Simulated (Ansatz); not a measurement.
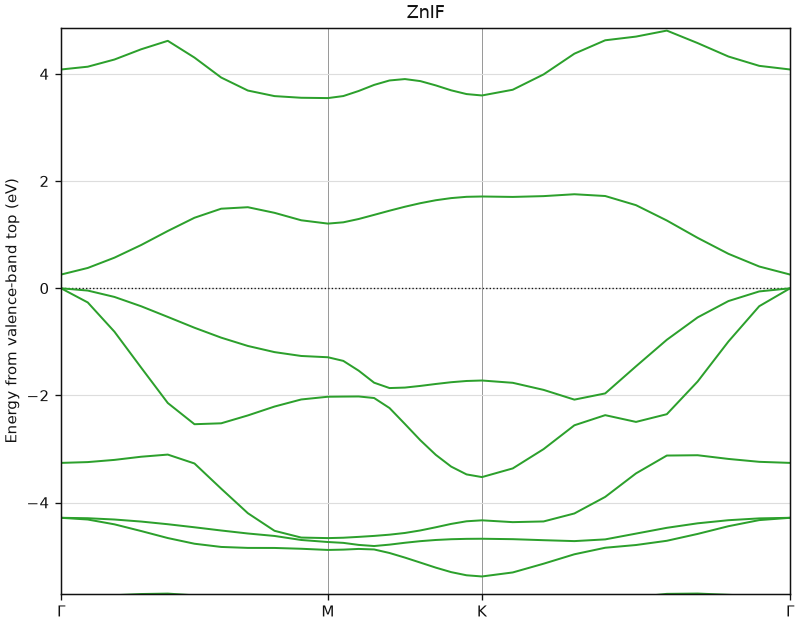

Band structure. Energies are counted from the top of the valence band.

System: a single layer of ZnIF, 3 atoms in the cell, relaxed with r2SCAN.

Level of theory: PBE, Ansatz PAW set, no spin polarisation, no spin-orbit coupling, 12×12×1 k mesh, 420 eV cutoff, Fermi-Dirac smearing of 0.02 eV; code Ansatz.

Q: Read off the fundamental gap and say whether it is direct.

A: A semiconductor. The gap along this path is 0.26 eV and direct: both edges lie at Γ.

Q: What are the direct gaps at K, M and Γ?

A: The direct gaps are 3.44 eV at K, 2.50 eV at M and 0.26 eV at Γ.

Q: How much do the top valence band and the lowest conduction band disperse along the path?

A: The top valence band spans 2.1 eV and the lowest conduction band 1.5 eV.

Spin-orbit coupling is left out, which matters for I and can close so small a gap. LDA, GGA and most meta-GGA functionals understate gaps. The sheet was built from a prototype and needn't be a known or stable phase.
